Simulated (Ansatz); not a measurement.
# SiHO (doublet): the correlation ladder, cc-pVTZ

Aim: climb from Hartree-Fock through coupled cluster for SiHO (doublet) at one geometry and basis, and see what each rung misses.

Method: cc-pVTZ, core rule «outside noble gas», up to 6 orbitals frozen; program: Ansatz 0.2.0, Gaussian basis.

To be run: UHF; CCSD(T) on ROHF; CCSD(T) on UHF; BCCD(T) on ROHF; CCSDT(Q) on ROHF; CCSDT(Q) on UHF.

6 further runs of the same task are left out: 4 for a known fault of the program, 2 set aside as unsound or not needed.

### Step 1. The system

The geometry is a PBE0/def2-TZVP stationary point (not a proven minimum).

3 atoms, charge 0, spin multiplicity 2.

Atoms are counted from 1 here; the program's logs count them from 0.

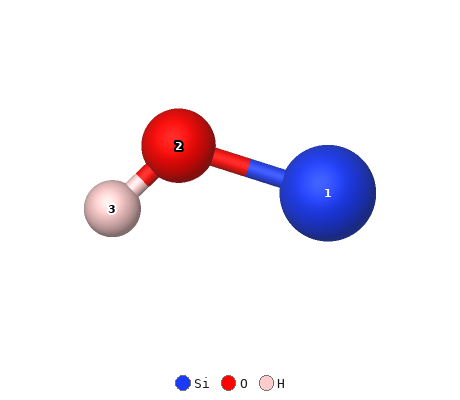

The structure; silicon blue, oxygen red, hydrogen pink; atoms are numbered from 1 in the order of the file.

Geometry (Å):

```
Si    0.00000    0.03096    0.63225
O     0.00000   -0.09880   -1.01286
H     0.00000    0.70568   -1.53973
```

### Step 2. UHF

Contents of in.yaml:

```yaml
crystal:
  periodic: [false, false, false]
  atoms:
    - {symbol: Si, position_ang: [0.000000, 0.030957, 0.632254]}
    - {symbol: O, position_ang: [0.000000, -0.098798, -1.012863]}
    - {symbol: H, position_ang: [0.000000, 0.705682, -1.539731]}
basis:
  gaussian: {orbitals: cc-pVTZ}
magnetization: {spin_polarized: true, initial_magnetization: 1}
hamiltonian: {xc: hf}
output: {orbitals: {seedname: orbitals}}
```

The run is started by

```bash
ansatz run in.yaml --threads 1 --pin off --events-out ev --progress --plain --max-ram 2816MiB --backend cpu
```

Further steps of the session: CCSD(T) on ROHF; CCSD(T) on UHF; BCCD(T) on ROHF; CCSDT(Q) on ROHF; CCSDT(Q) on UHF.

Q: Predict the results of all the runs planned. Wanted: UCCSDT(Q) below the RHF energy; RMP2 from UCCSDT(Q); UMP2 from UCCSDT(Q); RCCSD from UCCSDT(Q); RCCSD(T) from UCCSDT(Q); UCCSD(T) from UCCSDT(Q); RCCSDT(Q) from UCCSDT(Q); T1 diagnostic.

As calculated:

| quantity | value |
| --- | --- |
| UCCSDT(Q) below the RHF energy | -9.6878 eV |
| RMP2 from UCCSDT(Q) | +799.4 meV |
| UMP2 from UCCSDT(Q) | +826.4 meV |
| RCCSD from UCCSDT(Q) | +391.3 meV |
| RCCSD(T) from UCCSDT(Q) | +34.9 meV |
| UCCSD(T) from UCCSDT(Q) | +35.0 meV |
| RCCSDT(Q) from UCCSDT(Q) | +3.5 meV |
| levels within 1 kcal/mol (43 meV) | RCCSD(T), UCCSD(T), BCCD(T), RCCSDT, UCCSDT, RCCSDT(Q) |
| T1 diagnostic | 0.022 |

What this shows: RCCSD(T) lands +34.9 meV from the yardstick (0.4 % of the correlation energy). These misses are within one basis, not against nature; the frozen cores of restricted and unrestricted runs differ, which can shift their rows.
